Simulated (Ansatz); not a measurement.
Input file:

```
crystal:
  periodic: [false, false, false]
  atoms:
    - { symbol: Al, position_ang: [-0.168234, -0.761015, 0.298379] }
    - { symbol: F, position_ang: [-1.612571, 0.152804, 0.110677] }
    - { symbol: Cl, position_ang: [0.469809, -1.97535, -1.244782] }
    - { symbol: Cl, position_ang: [0.817777, -0.73584, 2.112352] }
    - { symbol: H, position_ang: [-0.082554, 1.55867, -0.56654] }
    - { symbol: H, position_ang: [0.575773, 1.760731, -0.709987] }
magnetization:
  spin_polarized: true
basis:
  gaussian: { orbitals: def2-SVP }
hamiltonian:
  xc: r2scanh
relax:
  f_tol: 0.03
  max_steps: 50
output:
  orbitals: {}
```

Run with:

```sh
ansatz run input.yaml --threads 2 --pin off --max-ram 3072MiB --backend cpu --events-out ev --progress --plain --runs-dir out
```

The fields are those of the run's last geometry, not of the input's.

The calculation used UKS r2SCANh/def2-SVP in Ansatz 0.2.0.

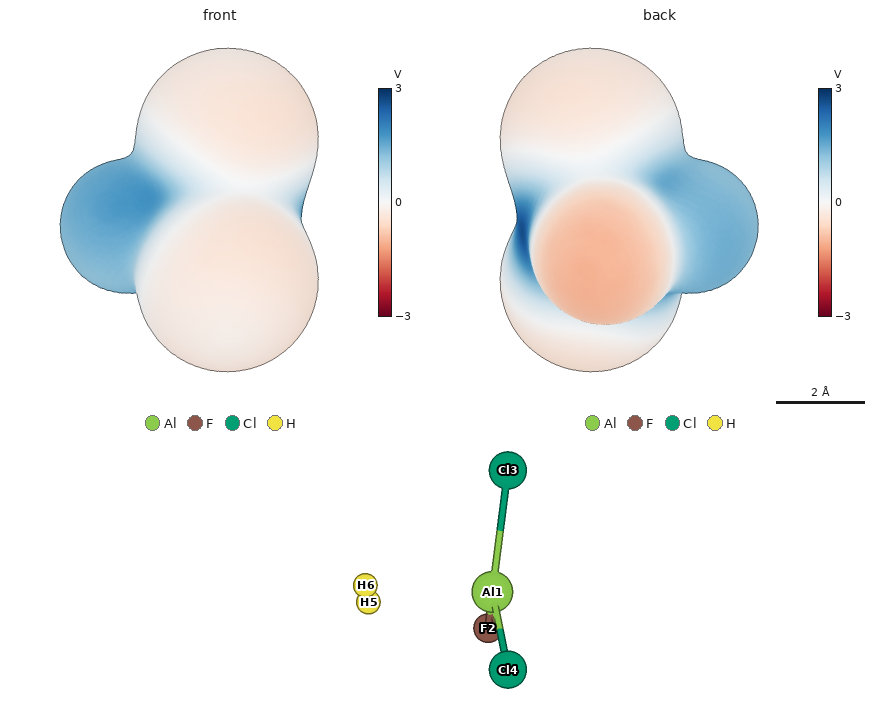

AlCl$_{2}$F···H$_{2}$. The molecular electrostatic potential painted on the density surface at 0.001 e/bohr³, seen from the front and from behind; red is negative and blue positive. The bare structure is drawn below in the same view.

### Which sites attract a positive test charge, and which a negative one?

A positive charge is drawn to the negative regions and a negative charge to the positive ones. The most negative region (about −1.0 V, or −23 kcal/mol for a unit charge) lies over F2, the most positive (about +2.5 V, or +58 kcal/mol for a unit charge) over Al1.
